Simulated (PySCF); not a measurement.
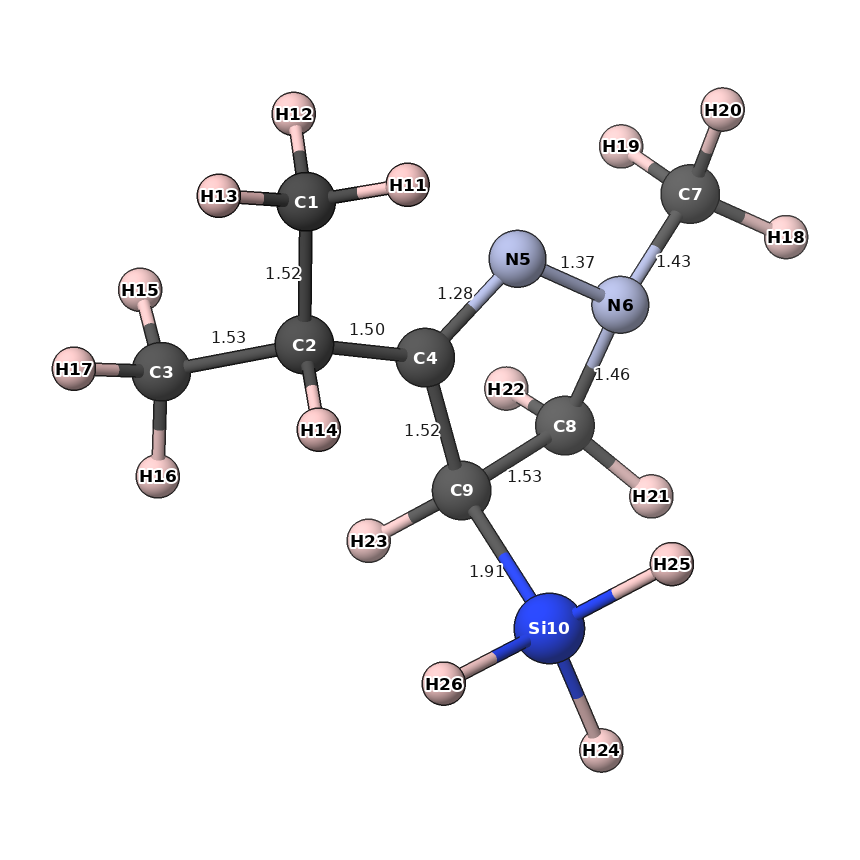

Bond lengths are marked in Å; every bond is drawn as one stick. Computed geometry: PBE0-D3(BJ)/def2-SVP optimisation. No frequency run is at hand to confirm it as a minimum.

Q: Which of the marked bonds are single, double, triple or aromatic?

A: C1–C2 single; C2–C3 single; C2–C4 single; C4–N5 double; C4–C9 single; N5–N6 single; N6–C7 single; N6–C8 single; C8–C9 single; C9–Si10 single.

Q: Write the SMILES.

A: CC(C)C1=NN(C)C[C@H]1[SiH3]
